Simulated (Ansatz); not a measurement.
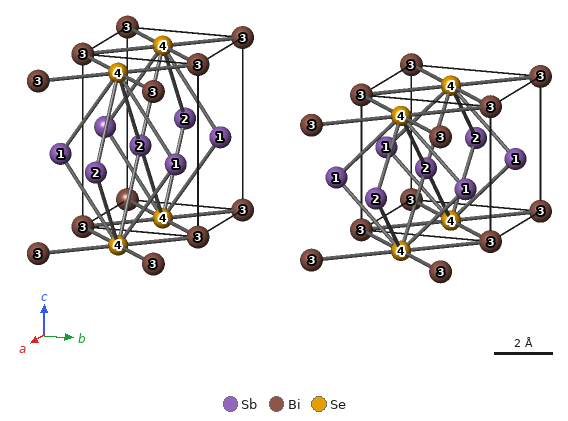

Two geometries of a crystal of BiSb2Se (a generated structure, set up in P4/mmm), drawn at one scale. One is the start of a relaxation, the other its converged end. The picture is a ball-and-stick view of the cell of the calculation, repeated 2 × 1 × 1 with one cell outlined, seen slightly off an axis.

Theory: DFT PBE, scalar-relativistic, plane waves, PAW in Ansatz 0.2.0. (plane-wave cutoff 420 eV; k-point mesh 10 × 10 × 10; occupations gaussian; smearing width 0.1 eV; no spin polarisation; cell and atoms relaxed; force threshold 0.01 eV/Å; at most 80 steps)

**Which one is relaxed?**

The left one is the relaxed one. After 13 accepted moves (16 points after the start) the energy has fallen by 124 meV per atom. All forces vanish by symmetry, so only the cell relaxes. Pressure: −1.85 GPa at the start and 0.00 GPa at the end. The line search rejected the trial step at point 13 of the run. At 2 points the geometry stayed and the basis and grid were re-selected for the new cell (energy shift of 9.7 meV per atom at most each time). No atom moves by more than 0.005 Å relative to the cell. The volume changes by +1.9 %, with a = b 4.805 → 4.289 Å (−10.7 %), c 4.820 → 6.163 Å (+27.9 %). Some distances before and after: Bi3–Se4 3.398 → 3.033 Å, Sb1–Se4 3.403 → 3.754 Å. The space group stays P4/mmm (No. 123). The run took 18 min on 1 thread of Intel(R) Xeon(R) Processor @ 2.50GHz (Skylake/Cascade Lake) (shared host), peak memory 0.71 GiB.

Limits of the set-up: layers or molecules are held without a dispersion correction, so their spacing is unreliable.
